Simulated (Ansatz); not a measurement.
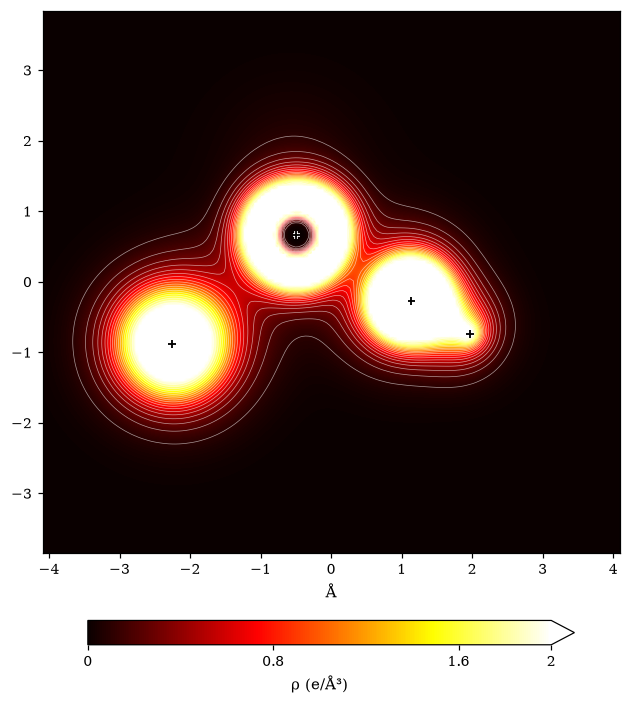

The electron density on a plane through atoms (crosses mark nuclei in the plane).

Theory: Ansatz 0.2.0, RKS PBE0/def2-SVP.

Candidates:
A. GeH$_{4}$O···CH$_{4}$
B. Cl$_{3}$HOZr

Which system is this?

Answer. Candidate B: Cl$_{3}$HOZr on the plane of atoms Cl3, Zr1 and O5, which holds Zr, Cl, O and H. Zr–O (1.88 Å): ρ is about 0.98 e/Å³ halfway. Zr–Cl (2.34 Å): the density is about 0.58 e/Å³ at the midpoint.
